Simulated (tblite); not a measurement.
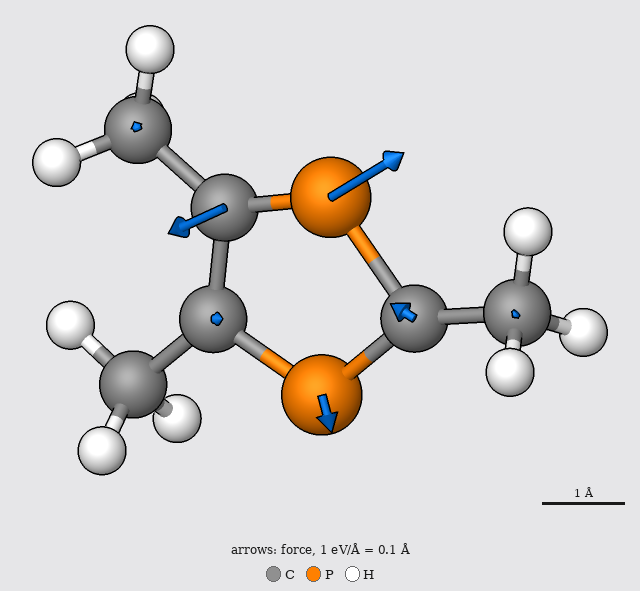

Starting geometry of C6H9P2 (charge −1) with the computed forces as blue arrows. The picture is a ball-and-stick view, seen at a tilt.

These are results of tblite 0.8.0, GFN2-xTB geometry optimisation, gas phase, not measurements. 

### Is this structure relaxed? If not, where do the atoms go?

It isn't relaxed: the largest force vector, on a P atom, is 12.75 eV/Å. The final displacements follow the starting forces only in part (cosine between the two patterns 0.45). After 51 geometry steps the energy has fallen by 3.090 eV. The atom that moves furthest after the best rigid fit is a P atom (0.37 Å). Largest moves by element: P 0.37 Å, C 0.31 Å, H 0.23 Å. Some distances before and after: P–P 2.505 → 2.967 Å, C–P 1.555 → 1.762 Å, C–P 1.816 → 1.735 Å, C–C 1.435 → 1.372 Å. Bond angles that change, for instance: C–C–P 149.6° → 121.6°, P–C–P 89.7° → 117.3°, C–P–C 118.6° → 94.6°.
